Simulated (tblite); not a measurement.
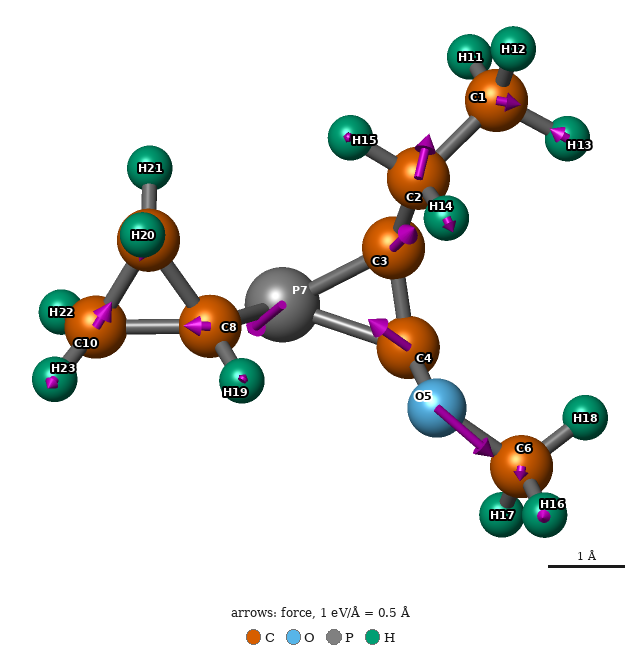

Starting geometry of C8H13OP with the computed forces as purple arrows. A ball-and-stick model, seen face on.

Level of theory: GFN2-xTB geometry optimisation, gas phase (tblite 0.8.0). 

Q: What follows when this structure is relaxed?

A: It isn't relaxed: the largest force vector, on the P atom, is 2.14 eV/Å. The final displacements have little in common with the starting forces (cosine between the two patterns 0.09). An H atom moves most after the best rigid fit: 2.57 Å. Largest moves by element: H 2.57 Å, C 1.13 Å, P 0.87 Å, O 0.74 Å. Some distances before and after: C–P 1.779 → 1.844 Å, C–P 1.828 → 1.861 Å, C–O 1.350 → 1.327 Å, C–C 1.336 → 1.315 Å. Among the angles between lasting bonds that change: C–C–O 123.9° → 145.3°, C–C–C 130.6° → 148.0°, O–C–P 131.1° → 145.0°. Groups turn about C–P by about 45°. Over 211 geometry steps the energy falls by 138.8 kJ/mol.
